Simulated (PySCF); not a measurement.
**UHF/3-21G run of Si2H5O (SMILES O[SiH][SiH3])**

Aim: the vertical ionisation energy of Si2H5O at UHF/3-21G, from 2 runs. The job is set up through a Python script.

The calculation is run with PySCF 2.14.0.

### 1 The system as given

Si2H5O has 8 atoms, charge 0, and is taken as a doublet. As SMILES, `O[SiH][SiH3]`. The coordinates come from a PBE0-D4/def2-TZVP relaxation. This is one conformer, not always the lowest.

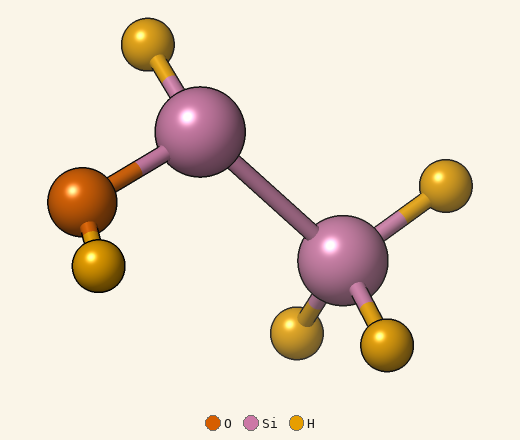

Viewed from a chosen angle; oxygen orange, silicon pink, hydrogen amber.

### 2 The energy at UHF/3-21G

Input file calc.py:

```python
# O[SiH][SiH3]
from pyscf import gto, scf

molecule = gto.Mole()
molecule.atom = [
    ('O', (-0.929000, 0.938400, -1.717100)),
    ('Si', (0.090400, 1.134000, -0.425000)),
    ('Si', (0.314200, -0.774200, 0.917600)),
    ('H', (-1.805900, 0.598400, -1.530300)),
    ('H', (1.378700, 1.582300, -1.024400)),
    ('H', (1.190000, -0.426800, 2.069000)),
    ('H', (0.883900, -1.960400, 0.216700)),
    ('H', (-1.030200, -1.148700, 1.437600)),
]
molecule.max_memory = 1860
molecule.basis = '3-21g'
molecule.verbose = 3
molecule.spin = 1
molecule.build()

mf = scf.UHF(molecule)
mf.conv_tol = 1e-10
mf.kernel()
if not mf.converged:
    mf = mf.newton().run(mf.mo_coeff, mf.mo_occ)

energy = mf.e_tot
print(f'total energy: {energy:.8f} hartree')
```

Launch:

```bash
OMP_NUM_THREADS=1 python calc.py
```

The program printed:

```text
converged SCF energy = -652.120315788824  <S^2> = 0.75445992  2S+1 = 2.004455
total energy: -652.12031579 hartree
```

Run time: 0.87 s. Hardware: 1 thread of Arm Neoverse V1, shared host; peak memory 0.1 GiB.

### 3 The singlet cation

Input file job.py:

```python
from pyscf import gto, scf

mol = gto.M(
    atom=[
    ('O', (-0.929000, 0.938400, -1.717100)),
    ('Si', (0.090400, 1.134000, -0.425000)),
    ('Si', (0.314200, -0.774200, 0.917600)),
    ('H', (-1.805900, 0.598400, -1.530300)),
    ('H', (1.378700, 1.582300, -1.024400)),
    ('H', (1.190000, -0.426800, 2.069000)),
    ('H', (0.883900, -1.960400, 0.216700)),
    ('H', (-1.030200, -1.148700, 1.437600)),
],
    basis='3-21g',
    max_memory=1860,
    verbose=4,
    charge=1,
)

myscf = scf.RHF(mol)
myscf.conv_tol = 1e-10
myscf.kernel()
if not myscf.converged:
    myscf = myscf.newton().run(myscf.mo_coeff, myscf.mo_occ)

energy = myscf.e_tot
print('Final energy', energy)
```

Launch:

```bash
OMP_NUM_THREADS=1 python job.py
```

The program printed:

```text
PySCF version 2.14.0

[... 64 lines left out ...]
converged SCF energy = -651.845133169017
Final energy -651.8451331690172
```

It took 0.81 s on 1 thread of Arm Neoverse V1, shared host; peak memory 0.1 GiB.

### 4 Summary of results

At UHF/3-21G:

| quantity | value |
| --- | --- |
| doublet Si2H5O: total energy | -652.12032 Eh |
| doublet Si2H5O: dipole moment | 1.71 D |
| doublet Si2H5O: HOMO energy (highest over α and β) | -8.27 eV |
| doublet Si2H5O: LUMO energy (lowest over α and β) | 1.11 eV |
| doublet Si2H5O: ⟨S²⟩ | 0.754 |
| singlet cation: total energy | -651.84513 Eh |
| singlet cation: HOMO energy | -17.26 eV |
| singlet cation: LUMO energy | -6.68 eV |
| singlet cation: HOMO–LUMO gap | 10.58 eV |
| vertical ionisation energy (to the singlet cation) | 7.488 eV |

Removing an electron at fixed nuclei costs 7.49 eV (722 kJ/mol). Only the singlet of the ionised species was computed; a triplet could lie lower. Mulliken charges (doublet Si2H5O) run from -0.84 on O1 to +0.73 on Si2.
